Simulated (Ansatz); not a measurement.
# IrO2 (rutile): energy against volume

IrO$_{2}$ (rutile)

Space group P4₂/mnm (No. 136); a = 4.472 Å, b = 4.472 Å, c = 3.154 Å, α = 90.00°, β = 90.00°, γ = 90.00°

```csv
atom,site,symmetry,x,y,z
Ir,2a,m.mm,0.0000,0.0000,0.0000
O,4f,m.2m,0.3088,0.3088,0.0000
```

The volume is varied about the relaxed value V₀ at fixed cell shape. The atoms relax within the cell's symmetry.

Calculation: PBEsol (plane waves to 420 eV, PAW, scalar-relativistic; Ansatz, a quantum-chemistry and plane-wave program). k mesh 11×11×15 (Γ-centred), Fermi-Dirac smearing 0.05 eV. The energy includes the smearing's −TS. Compression counts positive. With the shape held, the modulus is that of even scaling; a crystal free to change shape is softer. IrO2 is run without spin polarisation and with no Hubbard U. IrO2 was relaxed with its symmetry unable to fall. Spin-orbit coupling is left out, though Ir is heavy. The PAW data are Ansatz's earlier set. The zero of ΔE is the relaxed starting cell.

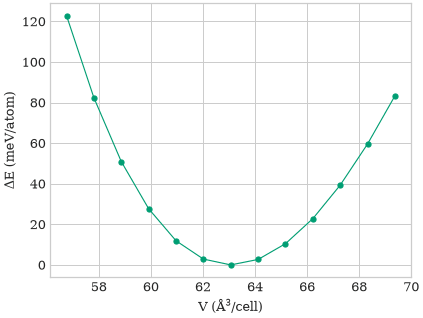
*ΔE (meV/atom) against V (Å³/cell); computed points joined by lines.*

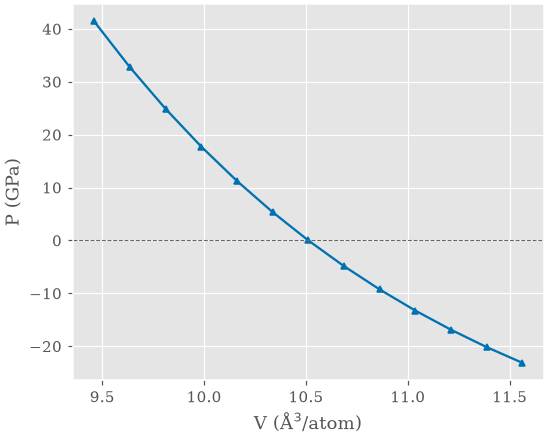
Figure. P (GPa) against V (Å³/atom); markers are the computed points, lines only join them.

The bulk modulus at fixed cell shape B₀ (third-order Birch-Murnaghan fit) is 305 GPa and the energy cost of the largest expansion comes out as 83 meV/atom. The pressure for 5 % compression (fit) is 17.7 GPa, the energy cost of the largest compression is 123 meV/atom and the pressure derivative B₀′ (fit) is 4.8.

Check by three points about V = 10.511 Å³/atom, step 0.350: d²E/dV² ≈ (12 − 2·0 + 10) meV / 0.350² = 0.179 eV/Å⁶, and V·d²E/dV² × 160.2 = 302 GPa.

(Under strain, the slope of the energy per volume gives the stress and its curvature an elastic modulus.)
